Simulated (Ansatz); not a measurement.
## Mending a single-point calculation on C2H5F3GeO

System: C2H5F3GeO, SMILES FC(F)(F)C[O][GeH3].
Method of the first run: RHF/def2-TZVPP (Ansatz 0.2.0).

The geometry comes from this level: PBE0-D4/def2-TZVP. Text and figures count atoms from 1; the logs count them from 0 in places.

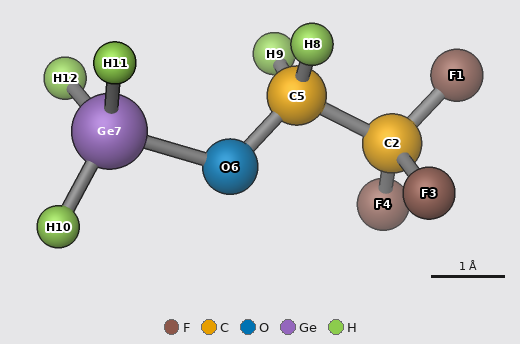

The structure (ball-and-stick view, seen at a tilt; atoms are numbered from 1 in the order of the input). Sticks mark near contacts. Bond lengths as drawn: C–C 1.51 Å, C–F 1.33 to 1.34 Å, C–H 1.10 Å, C–O 1.39 Å, Ge–H 1.53 to 1.54 Å and Ge–O 1.79 Å.

## Input file, the first run
```yaml
crystal:
  periodic: [false, false, false]
  atoms:
    - {symbol: F, position_ang: [-1.593691, -1.233793, 2.117096]}
    - {symbol: C, position_ang: [-1.314702, -1.130023, 0.808564]}
    - {symbol: F, position_ang: [-2.438902, -0.780742, 0.181137]}
    - {symbol: F, position_ang: [-0.966554, -2.341326, 0.371289]}
    - {symbol: C, position_ang: [-0.210921, -0.113461, 0.607592]}
    - {symbol: O, position_ang: [0.070454, -0.012943, -0.749403]}
    - {symbol: Ge, position_ang: [1.370208, 1.090845, -1.284574]}
    - {symbol: H, position_ang: [-0.567996, 0.830673, 1.041907]}
    - {symbol: H, position_ang: [0.647736, -0.459637, 1.199651]}
    - {symbol: H, position_ang: [1.397243, 0.931002, -2.803658]}
    - {symbol: H, position_ang: [1.002022, 2.518403, -0.841821]}
    - {symbol: H, position_ang: [2.682204, 0.645799, -0.613681]}
basis:
  gaussian: {orbitals: def2-TZVPP}
hamiltonian: {xc: {name: HF}}
correlation: {active_space: {window: {electrons: 40, orbitals: 30}}}
output: {forces: true}
```

Launched with:
```bash
ansatz run in.yaml --threads 4 --pin off --events-out ev --progress --plain --max-ram 11315MiB
```

Hardware: 4 threads of Intel Xeon, 31 GiB of memory available, shared host.

## Output (the first run)
```
Functional definition: HF
  exchange = exact_x
  correlation = 0
1930 factors; integrals over basis functions are off by at most 8.8e-4 eV
mean field evaluation 1: about -68768.9896 eV, gradient 5.1e1 eV
mean field evaluation 2: about -68769.3000 eV, gradient 5.2e1 eV
mean field evaluation 4: about -68774.2759 eV, gradient 4.7e0 eV
mean field evaluation 8: about -68774.3494 eV, gradient 4.1e-1 eV
mean field -68774.34980606 eV, -2527.4107384441 hartree, gradient 4.4e-6 eV, S^2 0.000000; 0 other end points of the search recorded, 0 dependent functions left out
reference -68774.34980606 eV, -2527.4107384441 hartree; 42, 42 occupied and 262, 262 virtual orbitals, 1930 factors
Error: with its determinants' occupation strings and the model space of its search, the run needs 173.70 GiB of memory, and 11.04 GiB are given
refused for memory
```

**Diagnose this run and give a change of the input that cures it.**

A setting was made wrong on purpose: the active space doesn't fit the electrons and spin. The program refused the input: “with its determinants' occupation strings and the model space of its search, the run needs 173.70 GiB of memory, and 11.04 GiB are given refused for memory”

A run of the same system that converges differs from this input as follows (lines with − go, lines with + come):
```diff
-hamiltonian: {xc: {name: HF}}
-correlation: {active_space: {window: {electrons: 40, orbitals: 30}}}
-output: {forces: true}
+hamiltonian: {xc: {name: B2PLYP}}
```

## Output (the second run)
```
Functional definition: B2PLYP
  parameter a = 0.53
  parameter c = 0.27
  exchange = (1 - a)*b88_x + a*exact_x
  correlation = (1 - c)*lyp_c + c*(mp2_os + mp2_ss)
1930 factors; integrals over basis functions are off by at most 8.8e-4 eV
mean field evaluation 1: about -68840.7945 eV, gradient 5.6e1 eV
mean field evaluation 2: about -68840.9595 eV, gradient 5.6e1 eV
mean field evaluation 4: about -68845.7729 eV, gradient 7.1e0 eV
mean field evaluation 8: about -68845.8638 eV, gradient 5.0e-1 eV
mean field evaluation 16: about -68845.8643 eV, gradient 1.6e-4 eV
mean field -68845.86425195 eV, -2530.0388458563 hartree, gradient 9.5e-6 eV, S^2 0.000000; 0 other end points of the search recorded, 0 dependent functions left out
15 core orbitals not correlated: weight in the atoms' cores, before any rotation towards them, 1.000 or more for the frozen orbitals, at most 0.000 for the correlated occupied ones
reference -68845.86442629 eV, -2530.0388522632 hartree; 27, 27 occupied and 262, 262 virtual orbitals, 1930 factors
second order -50.84007435 eV of doubles, -0.00000000 eV of singles
Total energy: -68859.59124636 eV, -2530.5433035966 hartree
```

## The two runs side by side

| quantity | the first run | the second run |
| --- | --- | --- |
| outcome | refused | converged |
| total energy (hartree) | – | −2530.543304 |
| basis functions | – | 304 |
